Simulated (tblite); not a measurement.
Run report: CH10BClOSi3, geometry relaxation (part 2 of 2)

The same run, continued: CH10BClOSi3, SMILES O[Si](Cl)(B[SiH3])C[SiH3]; GFN2-xTB geometry optimisation, gas phase (tblite 0.8.0). 

Geometry of the input (Å):
```
Si 0.1914  0.4334  0.4792
C  0.2831  1.4760  -1.0670
Si -0.1580  0.4285  -2.4984
Cl 0.2539  1.7265  2.1867
B  -1.4611  -0.5562  0.4883
Si -1.6629  -1.9065  1.8678
O  1.5643  -0.6557  0.5292
H  1.2327  1.8112  -1.1681
H  -0.3825  2.2601  -0.9768
H  -0.7568  -0.7796  -2.0481
H  -1.0737  1.1500  -3.3402
H  1.0092  0.1482  -3.2603
H  -1.8916  -0.8402  -0.5396
H  -2.7344  -2.7856  1.5645
H  -1.8815  -1.2697  3.1305
H  -0.4775  -2.6790  1.9521
H  2.1753  -0.8398  -0.2413
```

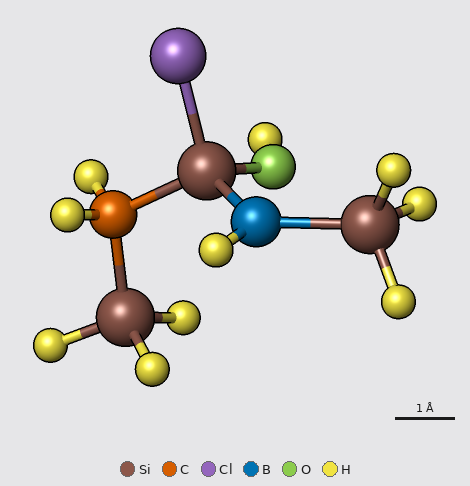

**Figure 1.** The geometry at step 171 of the log (ball-and-stick view, seen at a tilt).

Trajectory as extended XYZ, continued
```
17
Properties=species:S:1:pos:R:3:forces:R:3 step=99 energy=-607.45782
Si    0.1135    0.4128    0.3875    0.0430   0.0060  -0.0040
C     0.1032    1.4734   -1.2066    0.0040   0.0170  -0.0310
Si    0.0743    0.4545   -2.8063    0.0260  -0.0410  -0.0210
Cl    0.7424    1.7199    1.8765   -0.0280   0.0040   0.0120
B    -1.5301   -0.5146    0.8908   -0.0420   0.0130   0.0010
Si   -1.5950   -2.1177    2.0215   -0.0220  -0.0160  -0.0110
O     1.2674   -0.7430    0.2699   -0.0190   0.0030  -0.0160
H     0.9602    2.1490   -1.2247    0.0020  -0.0130   0.0060
H    -0.7766    2.1167   -1.1987    0.0020   0.0130   0.0400
H    -1.0019   -0.5364   -2.7040    0.0090  -0.0210  -0.0270
H    -0.1664    1.3217   -3.9623   -0.0180   0.0330   0.0050
H     1.3626   -0.2162   -3.0087   -0.0260  -0.0200   0.0270
H    -2.5501   -0.0801    0.5025    0.0300   0.0120   0.0180
H    -2.6285   -3.0754    1.5847    0.0050  -0.0150  -0.0010
H    -1.9657   -1.7828    3.4090    0.0060   0.0200  -0.0020
H    -0.3661   -2.9119    2.1246    0.0170  -0.0040   0.0010
H     2.1866   -0.5482    0.1031    0.0120   0.0100   0.0030
17
Properties=species:S:1:pos:R:3:forces:R:3 step=108 energy=-607.46148
Si    0.1106    0.4081    0.3840    0.0210   0.0030  -0.0040
C     0.0920    1.4679   -1.2087    0.0030   0.0070   0.0020
Si    0.0767    0.4428   -2.8060    0.0050  -0.0060   0.0060
Cl    0.7201    1.7133    1.8831   -0.0070   0.0040   0.0080
B    -1.5355   -0.5026    0.9056   -0.0170   0.0120  -0.0280
Si   -1.5915   -2.1217    2.0111   -0.0120  -0.0060   0.0080
O     1.2730   -0.7365    0.2498    0.0160   0.0090   0.0150
H     0.9459    2.1473   -1.2272    0.0030  -0.0130   0.0010
H    -0.7905    2.1071   -1.1883    0.0010   0.0090  -0.0260
H    -1.0260   -0.5217   -2.7479   -0.0120  -0.0030  -0.0090
H    -0.1015    1.3310   -3.9577   -0.0030   0.0070  -0.0090
H     1.3424   -0.2811   -2.9599   -0.0130   0.0100   0.0050
H    -2.5527   -0.0307    0.5577    0.0060  -0.0050   0.0220
H    -2.6093   -3.0931    1.5682    0.0020   0.0000   0.0020
H    -1.9620   -1.7882    3.3997   -0.0030  -0.0020  -0.0030
H    -0.3504   -2.8968    2.1126    0.0150  -0.0150   0.0040
H     2.1886   -0.5235    0.0825   -0.0060  -0.0120   0.0060
17
Properties=species:S:1:pos:R:3:forces:R:3 step=117 energy=-607.46239
Si    0.1082    0.4092    0.3800    0.0050  -0.0060   0.0080
C     0.0902    1.4675   -1.2141    0.0080  -0.0050   0.0030
Si    0.0742    0.4417   -2.8112    0.0110   0.0010   0.0030
Cl    0.7053    1.7117    1.8882   -0.0110   0.0090  -0.0060
B    -1.5360   -0.5026    0.9093   -0.0070   0.0100  -0.0060
Si   -1.5894   -2.1266    2.0094   -0.0080  -0.0060   0.0090
O     1.2786   -0.7281    0.2556   -0.0040  -0.0080   0.0010
H     0.9512    2.1380   -1.2302    0.0020   0.0010  -0.0110
H    -0.7865    2.1150   -1.2012    0.0080  -0.0050   0.0030
H    -1.0340   -0.5178   -2.7690   -0.0070   0.0080   0.0010
H    -0.0873    1.3348   -3.9617   -0.0040   0.0020  -0.0100
H     1.3377   -0.2877   -2.9522   -0.0070   0.0000  -0.0040
H    -2.5564   -0.0167    0.5912    0.0110  -0.0080   0.0090
H    -2.6060   -3.1004    1.5695    0.0010   0.0040  -0.0090
H    -1.9647   -1.7934    3.3971    0.0010   0.0010  -0.0020
H    -0.3494   -2.9032    2.1165    0.0120  -0.0060  -0.0010
H     2.1939   -0.5196    0.0815   -0.0100   0.0060   0.0090
17
Properties=species:S:1:pos:R:3:forces:R:3 step=126 energy=-607.46309
Si    0.1043    0.4087    0.3781   -0.0040  -0.0030   0.0000
C     0.0956    1.4632   -1.2188    0.0010   0.0010  -0.0050
Si    0.0749    0.4421   -2.8185    0.0090  -0.0080  -0.0010
Cl    0.6797    1.7238    1.8844    0.0000   0.0070  -0.0010
B    -1.5349   -0.5023    0.9222   -0.0100   0.0140  -0.0180
Si   -1.5835   -2.1339    2.0098   -0.0150   0.0020   0.0160
O     1.2794   -0.7248    0.2645   -0.0080   0.0000   0.0070
H     0.9606    2.1289   -1.2361   -0.0030   0.0000   0.0040
H    -0.7775    2.1153   -1.2063    0.0060   0.0050   0.0010
H    -1.0506   -0.4970   -2.7852   -0.0030  -0.0060   0.0050
H    -0.0694    1.3344   -3.9723    0.0030   0.0090   0.0000
H     1.3309   -0.3022   -2.9507   -0.0160  -0.0030  -0.0060
H    -2.5601   -0.0093    0.6318    0.0140   0.0020  -0.0010
H    -2.6012   -3.1013    1.5578    0.0080  -0.0020  -0.0020
H    -1.9670   -1.8019    3.3961    0.0080  -0.0140  -0.0040
H    -0.3436   -2.9108    2.1174    0.0040  -0.0050   0.0020
H     2.1922   -0.5113    0.0847    0.0070   0.0020   0.0060
17
Properties=species:S:1:pos:R:3:forces:R:3 step=135 energy=-607.46392
Si    0.1010    0.4094    0.3752    0.0010  -0.0040   0.0000
C     0.1013    1.4573   -1.2254    0.0000   0.0040  -0.0020
Si    0.0689    0.4398   -2.8265    0.0070  -0.0130   0.0000
Cl    0.6509    1.7421    1.8767    0.0100   0.0050   0.0040
B    -1.5376   -0.4956    0.9290    0.0010   0.0170   0.0030
Si   -1.5760   -2.1339    2.0083   -0.0140  -0.0020   0.0050
O     1.2801   -0.7215    0.2845    0.0010   0.0020   0.0040
H     0.9692    2.1186   -1.2425    0.0120  -0.0020   0.0010
H    -0.7673    2.1153   -1.2134   -0.0040   0.0100   0.0020
H    -1.0775   -0.4738   -2.7958   -0.0050  -0.0030  -0.0040
H    -0.0473    1.3416   -3.9761   -0.0040   0.0020  -0.0040
H     1.3055   -0.3355   -2.9598   -0.0070  -0.0010   0.0020
H    -2.5616    0.0099    0.6577    0.0060  -0.0100  -0.0020
H    -2.5829   -3.1019    1.5352   -0.0070  -0.0090   0.0030
H    -1.9605   -1.8302    3.4006   -0.0010  -0.0040  -0.0130
H    -0.3335   -2.9071    2.1100    0.0140  -0.0010  -0.0030
H     2.1972   -0.5128    0.1211   -0.0090   0.0100   0.0040
17
Properties=species:S:1:pos:R:3:forces:R:3 step=144 energy=-607.46467
Si    0.0994    0.4219    0.3841   -0.0080  -0.0120   0.0090
C     0.1123    1.4546   -1.2275   -0.0040  -0.0030   0.0140
Si    0.0578    0.4321   -2.8260    0.0100  -0.0140   0.0100
Cl    0.6380    1.7684    1.8798    0.0040  -0.0030  -0.0140
B    -1.5371   -0.4902    0.9358   -0.0050   0.0120  -0.0070
Si   -1.5714   -2.1397    2.0007   -0.0150   0.0140   0.0090
O     1.2812   -0.7076    0.3123   -0.0030   0.0060  -0.0050
H     0.9913    2.1017   -1.2493    0.0020  -0.0090  -0.0050
H    -0.7457    2.1268   -1.2178    0.0030   0.0090   0.0000
H    -1.1116   -0.4523   -2.8018   -0.0060   0.0020   0.0060
H    -0.0329    1.3387   -3.9740   -0.0020   0.0020  -0.0110
H     1.2716   -0.3790   -2.9599   -0.0090   0.0100   0.0110
H    -2.5624    0.0106    0.6602    0.0040  -0.0090   0.0050
H    -2.5735   -3.1096    1.5188    0.0130  -0.0010  -0.0030
H    -1.9634   -1.8597    3.3965    0.0090   0.0030  -0.0240
H    -0.3186   -2.8980    2.0927   -0.0010  -0.0110   0.0000
H     2.1949   -0.4969    0.1342    0.0090   0.0050   0.0060
17
Properties=species:S:1:pos:R:3:forces:R:3 step=153 energy=-607.46573
Si    0.0976    0.4356    0.3978   -0.0160  -0.0100  -0.0130
C     0.1222    1.4469   -1.2261    0.0030   0.0150  -0.0030
Si    0.0326    0.4202   -2.8196    0.0140  -0.0170   0.0060
Cl    0.6316    1.8092    1.8678    0.0010  -0.0050   0.0070
B    -1.5404   -0.4816    0.9356    0.0020  -0.0130  -0.0010
Si   -1.5627   -2.1439    1.9806    0.0050   0.0080  -0.0040
O     1.2843   -0.6901    0.3448    0.0020  -0.0020   0.0050
H     1.0223    2.0635   -1.2592    0.0090   0.0100  -0.0060
H    -0.7119    2.1485   -1.2168   -0.0040   0.0010   0.0010
H    -1.1659   -0.4247   -2.7980    0.0010   0.0030   0.0100
H    -0.0242    1.3279   -3.9692   -0.0070  -0.0010  -0.0120
H     1.2224   -0.4265   -2.9488   -0.0170   0.0040   0.0110
H    -2.5694    0.0094    0.6578    0.0100   0.0080  -0.0010
H    -2.5468   -3.1242    1.4858   -0.0100   0.0000  -0.0070
H    -1.9607   -1.8803    3.3771    0.0080  -0.0030  -0.0110
H    -0.3025   -2.8912    2.0625    0.0030  -0.0030   0.0120
H     2.2013   -0.4768    0.1865   -0.0030   0.0060   0.0040
17
Properties=species:S:1:pos:R:3:forces:R:3 step=162 energy=-607.46710
Si    0.0953    0.4573    0.4038   -0.0200  -0.0340   0.0010
C     0.1413    1.4508   -1.2299   -0.0050   0.0050   0.0130
Si   -0.0060    0.4006   -2.8027    0.0290  -0.0210   0.0070
Cl    0.6129    1.8427    1.8634   -0.0030   0.0340   0.0390
B    -1.5395   -0.4748    0.9270    0.0170   0.0140  -0.0130
Si   -1.5435   -2.1542    1.9444   -0.0130   0.0390   0.0210
O     1.2910   -0.6602    0.3866    0.0000  -0.0120  -0.0120
H     1.0673    2.0273   -1.2786   -0.0120   0.0150  -0.0110
H    -0.6649    2.1844   -1.2205    0.0120   0.0030  -0.0040
H    -1.2546   -0.3683   -2.7687    0.0050   0.0010   0.0090
H    -0.0043    1.2869   -3.9700   -0.0040  -0.0050  -0.0170
H     1.1326   -0.5186   -2.8984   -0.0310   0.0090  -0.0050
H    -2.5700    0.0156    0.6535    0.0080  -0.0040   0.0070
H    -2.5143   -3.1316    1.4181    0.0030  -0.0160   0.0060
H    -1.9515   -1.9213    3.3451    0.0020  -0.0080  -0.0360
H    -0.2714   -2.8800    2.0285   -0.0030  -0.0190  -0.0010
H     2.2094   -0.4351    0.2573    0.0150  -0.0010  -0.0020
17
Properties=species:S:1:pos:R:3:forces:R:3 step=171 energy=-607.46914
Si    0.1052    0.4913    0.4215   -0.0060  -0.0260  -0.0150
C     0.1720    1.4605   -1.2267    0.0000   0.0130   0.0040
Si   -0.0555    0.3757   -2.7672    0.0120  -0.0210   0.0130
Cl    0.5681    1.8882    1.8899    0.0070   0.0120   0.0020
B    -1.5261   -0.4654    0.9027    0.0030  -0.0020  -0.0040
Si   -1.5212   -2.1613    1.8903   -0.0190   0.0170   0.0170
O     1.3102   -0.6175    0.4251    0.0150   0.0210   0.0090
H     1.1232    1.9909   -1.3047   -0.0060   0.0020  -0.0020
H    -0.5970    2.2329   -1.2211    0.0030  -0.0090  -0.0030
H    -1.3529   -0.3052   -2.6969   -0.0040   0.0060   0.0040
H     0.0009    1.2139   -3.9677   -0.0090   0.0100  -0.0100
H     1.0079   -0.6294   -2.8406   -0.0020   0.0050   0.0020
H    -2.5601    0.0141    0.6234    0.0100   0.0020   0.0040
H    -2.4750   -3.1437    1.3458   -0.0150  -0.0220  -0.0160
H    -1.9505   -1.9544    3.2865   -0.0070   0.0070   0.0060
H    -0.2490   -2.8838    1.9866    0.0190  -0.0090  -0.0110
H     2.2293   -0.3850    0.3118   -0.0010  -0.0060   0.0000
17
Properties=species:S:1:pos:R:3:forces:R:3 step=180 energy=-607.46972
Si    0.1112    0.5000    0.4284    0.0060  -0.0110  -0.0050
C     0.1842    1.4602   -1.2254    0.0020   0.0030   0.0060
Si   -0.0720    0.3666   -2.7544   -0.0020  -0.0040   0.0030
Cl    0.5573    1.9135    1.8871    0.0010   0.0000  -0.0020
B    -1.5198   -0.4662    0.8922    0.0080   0.0000   0.0060
Si   -1.5196   -2.1671    1.8725    0.0000   0.0070  -0.0080
O     1.3216   -0.6025    0.4519    0.0100   0.0160  -0.0010
H     1.1411    1.9782   -1.3129    0.0050  -0.0050   0.0010
H    -0.5740    2.2429   -1.2213   -0.0070  -0.0070   0.0030
H    -1.3847   -0.2822   -2.6655   -0.0010  -0.0050  -0.0010
H    -0.0119    1.1940   -3.9628   -0.0020   0.0020  -0.0050
H     0.9692   -0.6611   -2.8259   -0.0010   0.0040   0.0000
H    -2.5515    0.0138    0.6078   -0.0040   0.0030  -0.0010
H    -2.4647   -3.1553    1.3195   -0.0060   0.0040   0.0010
H    -1.9544   -1.9575    3.2671   -0.0030  -0.0090  -0.0030
H    -0.2428   -2.8846    1.9652   -0.0030  -0.0010   0.0040
H     2.2406   -0.3710    0.3355   -0.0030   0.0010   0.0030
17
Properties=species:S:1:pos:R:3:forces:R:3 step=189 energy=-607.47018
Si    0.1200    0.5042    0.4308    0.0110  -0.0130   0.0080
C     0.1961    1.4555   -1.2280    0.0000   0.0000   0.0110
Si   -0.0903    0.3618   -2.7512    0.0020  -0.0160   0.0090
Cl    0.5385    1.9339    1.8832    0.0010  -0.0030  -0.0040
B    -1.5105   -0.4663    0.8902    0.0050   0.0060  -0.0050
Si   -1.5206   -2.1736    1.8592   -0.0070   0.0080  -0.0090
O     1.3444   -0.5824    0.4737    0.0020   0.0080  -0.0030
H     1.1614    1.9561   -1.3227    0.0030   0.0010  -0.0070
H    -0.5487    2.2505   -1.2198   -0.0120   0.0040  -0.0010
H    -1.4096   -0.2721   -2.6449    0.0080  -0.0020  -0.0030
H    -0.0329    1.1791   -3.9666   -0.0030   0.0070   0.0000
H     0.9409   -0.6758   -2.8243   -0.0050  -0.0030  -0.0050
H    -2.5415    0.0186    0.6090    0.0070   0.0000   0.0020
H    -2.4677   -3.1556    1.2981    0.0030   0.0040  -0.0100
H    -1.9670   -1.9762    3.2512    0.0020   0.0000   0.0100
H    -0.2454   -2.8927    1.9547    0.0010  -0.0080   0.0030
H     2.2627   -0.3433    0.3662   -0.0180   0.0060   0.0030
17
Properties=species:S:1:pos:R:3:forces:R:3 step=198 energy=-607.47064
Si    0.1335    0.5074    0.4368   -0.0050  -0.0090   0.0070
C     0.2028    1.4506   -1.2263    0.0000  -0.0040   0.0050
Si   -0.1056    0.3523   -2.7414    0.0090  -0.0180  -0.0050
Cl    0.5345    1.9496    1.8810    0.0080  -0.0020   0.0040
B    -1.4990   -0.4635    0.8865    0.0090   0.0060  -0.0070
Si   -1.5247   -2.1746    1.8469   -0.0080  -0.0050   0.0040
O     1.3664   -0.5690    0.4875   -0.0050   0.0190   0.0040
H     1.1704    1.9433   -1.3352    0.0070   0.0080   0.0020
H    -0.5370    2.2502   -1.2149   -0.0090   0.0070  -0.0030
H    -1.4255   -0.2767   -2.6202    0.0000  -0.0060   0.0010
H    -0.0603    1.1701   -3.9568   -0.0020   0.0040  -0.0070
H     0.9202   -0.6901   -2.8270   -0.0090   0.0040   0.0000
H    -2.5251    0.0248    0.5943   -0.0030   0.0010   0.0060
H    -2.4711   -3.1475    1.2684    0.0000   0.0070  -0.0030
H    -1.9768   -1.9890    3.2396    0.0010   0.0010  -0.0100
H    -0.2548   -2.9027    1.9448    0.0070  -0.0060   0.0020
H     2.2817   -0.3136    0.3949    0.0000  -0.0060   0.0010
17
Properties=species:S:1:pos:R:3:forces:R:3 step=207 energy=-607.47852
Si    0.1705    0.6787    0.5259    0.0750  -0.0060  -0.0130
C     0.1972    1.3856   -1.2563    0.0060  -0.0270   0.0090
Si   -0.1148    0.0722   -2.5923    0.0490   0.0450   0.0650
Cl    0.5985    2.2938    1.7634    0.0020  -0.0270  -0.0250
B    -1.4721   -0.2454    1.0205   -0.0600   0.0120   0.0150
Si   -1.5519   -2.1193    1.5992   -0.0390  -0.0090   0.0240
O     1.4124   -0.3771    0.7093   -0.0890   0.0570  -0.0120
H     1.1519    1.8766   -1.4527    0.0010  -0.0020   0.0110
H    -0.5594    2.1659   -1.3401    0.0040  -0.0210  -0.0060
H    -1.3819   -0.6025   -2.3018   -0.0610  -0.0290   0.0060
H    -0.1809    0.7168   -3.9045   -0.0100   0.0200  -0.0430
H     0.9652   -0.9147   -2.6014    0.0140  -0.0090   0.0090
H    -2.4804    0.3577    0.9554    0.0600  -0.0480   0.0040
H    -2.4678   -2.9168    0.7567    0.0170   0.0260   0.0200
H    -2.0889   -2.2444    2.9720    0.0220   0.0030  -0.0640
H    -0.2959   -2.8784    1.6066   -0.0030   0.0070   0.0030
H     2.3274   -0.1294    0.5992    0.0120   0.0080  -0.0020
17
Properties=species:S:1:pos:R:3:forces:R:3 step=216 energy=-607.48322
Si    0.1869    0.8069    0.5704    0.0420  -0.0550   0.0020
C     0.2030    1.3177   -1.2764    0.0240  -0.0560  -0.0620
Si   -0.1550   -0.1418   -2.4421    0.0330   0.0640  -0.0140
Cl    0.5909    2.5362    1.6336    0.0110   0.0470   0.0150
B    -1.4462   -0.1198    1.0873   -0.0130  -0.0170   0.0030
Si   -1.5408   -2.0521    1.4120    0.0030  -0.0540  -0.0050
O     1.4472   -0.1993    0.8659   -0.0510   0.0230  -0.0130
H     1.1653    1.7638   -1.5376   -0.0320  -0.0190   0.0180
H    -0.5405    2.0974   -1.4404    0.0000  -0.0170  -0.0080
H    -1.4500   -0.7269   -2.0716   -0.0050   0.0020  -0.0060
H    -0.2030    0.3367   -3.8309   -0.0010  -0.0140   0.0610
H     0.8885   -1.1638   -2.3264   -0.0200   0.0330   0.0080
H    -2.4432    0.4975    1.1467    0.0170  -0.0080   0.0040
H    -2.4704   -2.7019    0.4619    0.0270   0.0200   0.0390
H    -2.0720   -2.3764    2.7520    0.0100   0.0100  -0.0440
H    -0.2928   -2.8223    1.2996   -0.0440   0.0360   0.0040
H     2.3592    0.0610    0.7559    0.0000   0.0050  -0.0020
17
Properties=species:S:1:pos:R:3:forces:R:3 step=225 energy=-607.48510
Si    0.1728    0.8428    0.5727   -0.0010   0.0050  -0.0010
C     0.1787    1.2786   -1.2939    0.0040  -0.0040  -0.0020
Si   -0.1253   -0.2180   -2.4201    0.0040   0.0030  -0.0060
Cl    0.5793    2.6303    1.5444   -0.0010  -0.0060  -0.0010
B    -1.4460   -0.0792    1.1419   -0.0090   0.0080  -0.0010
Si   -1.5457   -2.0224    1.3877    0.0060  -0.0020  -0.0060
O     1.4397   -0.1404    0.9043    0.0010   0.0020   0.0000
H     1.1288    1.7449   -1.5606   -0.0020  -0.0010   0.0020
H    -0.5858    2.0299   -1.4896   -0.0020   0.0000  -0.0020
H    -1.4335   -0.7972   -2.0903    0.0010   0.0000  -0.0010
H    -0.1163    0.2166   -3.8215   -0.0010  -0.0030   0.0140
H     0.9191   -1.2243   -2.2231   -0.0030   0.0050  -0.0010
H    -2.4309    0.5451    1.2778    0.0140  -0.0080   0.0000
H    -2.4731   -2.6250    0.4095   -0.0020  -0.0030  -0.0010
H    -2.0851   -2.4067    2.7051   -0.0030   0.0000   0.0060
H    -0.2991   -2.7845    1.2470   -0.0040   0.0030   0.0000
H     2.3486    0.1191    0.7688   -0.0010  -0.0010   0.0010
17
Properties=species:S:1:pos:R:3:forces:R:3 step=226 energy=-607.48513
Si    0.1716    0.8428    0.5730    0.0010  -0.0020  -0.0010
C     0.1780    1.2793   -1.2933   -0.0060   0.0000  -0.0030
Si   -0.1207   -0.2179   -2.4200    0.0030   0.0040   0.0020
Cl    0.5770    2.6290    1.5464    0.0000   0.0010   0.0010
B    -1.4474   -0.0797    1.1406   -0.0040   0.0010   0.0000
Si   -1.5478   -2.0230    1.3862    0.0010   0.0010  -0.0020
O     1.4387   -0.1401    0.9048   -0.0060   0.0000   0.0000
H     1.1268    1.7485   -1.5586    0.0020   0.0010  -0.0010
H    -0.5889    2.0284   -1.4900    0.0040  -0.0050   0.0010
H    -1.4267   -0.8025   -2.0913   -0.0010  -0.0010   0.0010
H    -0.1141    0.2181   -3.8204    0.0010   0.0000   0.0020
H     0.9275   -1.2199   -2.2236    0.0000   0.0010  -0.0010
H    -2.4316    0.5447    1.2768    0.0040  -0.0030   0.0010
H    -2.4740   -2.6265    0.4074   -0.0010  -0.0010  -0.0010
H    -2.0889   -2.4069    2.7034    0.0000   0.0010   0.0020
H    -0.3009   -2.7845    1.2473    0.0000   0.0000   0.0000
H     2.3477    0.1197    0.7714    0.0030   0.0010  -0.0010
```
